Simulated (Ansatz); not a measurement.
Consider CH7AlSSi (SMILES C[SiH2][S][AlH2]).

The calculation's input:

```
crystal:
  periodic: [false, false, false]
  atoms:
    - {symbol: C, position_ang: [-0.636690, 0.015182, 1.528874]}
    - {symbol: Al, position_ang: [0.750197, -0.499282, -2.206183]}
    - {symbol: S, position_ang: [1.259302, -1.856198, -0.547673]}
    - {symbol: Si, position_ang: [-0.528847, -1.686614, 0.710652]}
    - {symbol: H, position_ang: [-1.498362, 0.056830, 2.227314]}
    - {symbol: H, position_ang: [0.288337, 0.232381, 2.099101]}
    - {symbol: H, position_ang: [-0.772513, 0.807169, 0.765320]}
    - {symbol: H, position_ang: [-1.760014, -1.954665, -0.103237]}
    - {symbol: H, position_ang: [-0.384237, -2.763882, 1.742259]}
    - {symbol: H, position_ang: [-0.643342, 0.269284, -2.186323]}
    - {symbol: H, position_ang: [1.832331, -0.350214, -3.357787]}
basis:
  gaussian:
    orbitals: def2-TZVPD
hamiltonian:
  xc: {name: PBE0}
output:
  forces: true
  orbitals: {seedname: orbitals}
```

Launched as:

```sh
ansatz run input.yaml --threads 2 --pin off --max-ram 4350MiB --events-out events.jsonl --progress --plain --runs-dir runs
```

Geometry: BLYP-D3(BJ)/def2-SVP.

These are results of isolated molecule in a Gaussian basis; Kohn-Sham density functional theory, functional PBE0 (Ansatz 0.2.0), not measurements.

What will maps of the electron density and electron localisation function show?

Si–S (2.19 Å): the density is about 0.75 e/Å³ at the midpoint, with its minimum of 0.61 e/Å³ about 0.8 Å from Si; the ELF peaks at about 0.90 between the atoms, as expected for a covalent bond.
Al–S (2.20 Å): ρ at the midpoint is about 0.65 e/Å³; the ELF peaks at about 0.90 in the valence shell of S, 1.0 Å from its nucleus, and is about 0.85 at the midpoint.
Si–H (1.50 Å): the density is about 0.8 e/Å³ at the midpoint; the ELF climbs to about 1 towards the hydrogen, as it does in any bond to H.
Al–H (1.59 Å): the density is about 0.55 e/Å³ at the midpoint; the ELF climbs to about 1 towards the hydrogen.

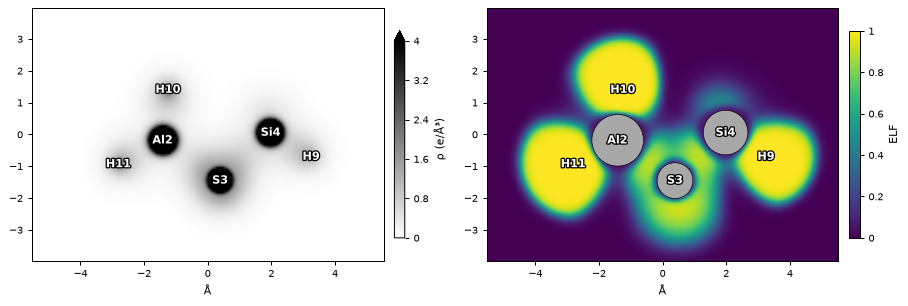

Computed electron density and electron localisation function on the plane of atoms H10, Al2 and H11, in this order. Grey discs cover the atomic cores in the ELF map. 
